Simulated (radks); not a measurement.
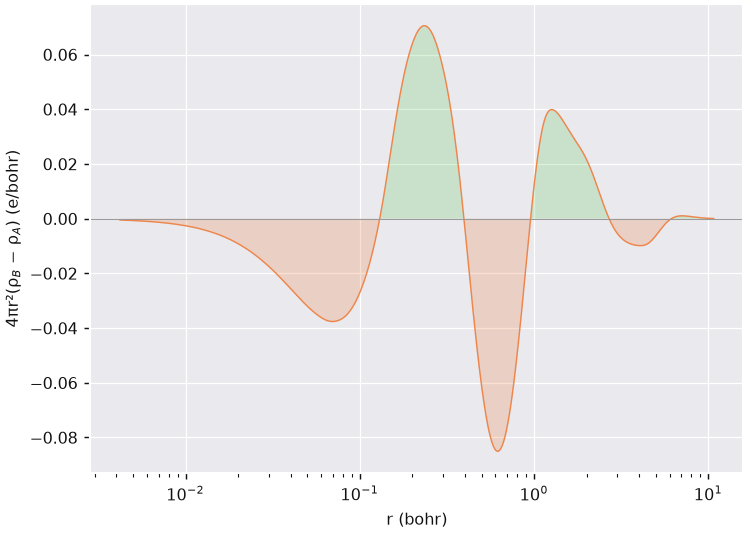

Atomic magnesium (Mg) in [Ne] 3s2 was computed by two methods: MS2 meta-GGA; Wu-Cohen GGA. Both runs are scalar-relativistic, spin-polarised and spherical. Computed with the in-house radial solver radks.

The plot shows the radial density of run B less that of run A; on the logarithmic r axis, areas aren't charges.

A is MS2 meta-GGA and B is Wu-Cohen GGA.

> How do the two densities differ?

B holds 0.053 electrons more than A where the difference is positive (most at r = 0.23 bohr) and as many fewer where it is negative (most at r = 0.62 bohr), out of 12 electrons.
